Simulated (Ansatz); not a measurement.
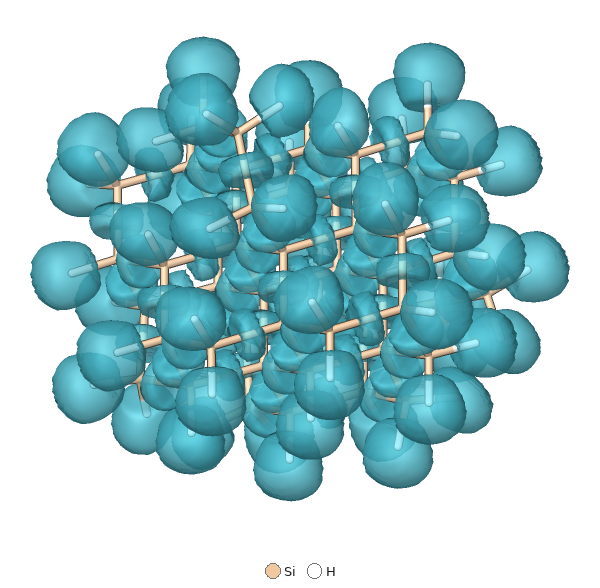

Figure. H₅₀Si₄₇ (Si47H50 off sphere). Isosurface of the ELF at 0.75 (cyan), seen from one side. Core shells and regions of very low density are left out.

Geometry: r2SCAN-D4/def2-SVP.

All numbers below come from RKS PBE0-D4/def2-SVP in Ansatz.

H₅₀Si₄₇, 97 atoms.

What do the ELF domains correspond to?

Answer. The surface consists of 69 regions between bonded Si–Si atoms (shared pairs) and 50 regions around hydrogen nuclei. Along the contacts the grid gives the following. Si–Si (2.35 Å): the ELF peaks at about 1 between the atoms; localised, covalent bonding. Si–H (1.49 Å): the ELF climbs to about 1 towards the hydrogen, as it does in any bond to H.
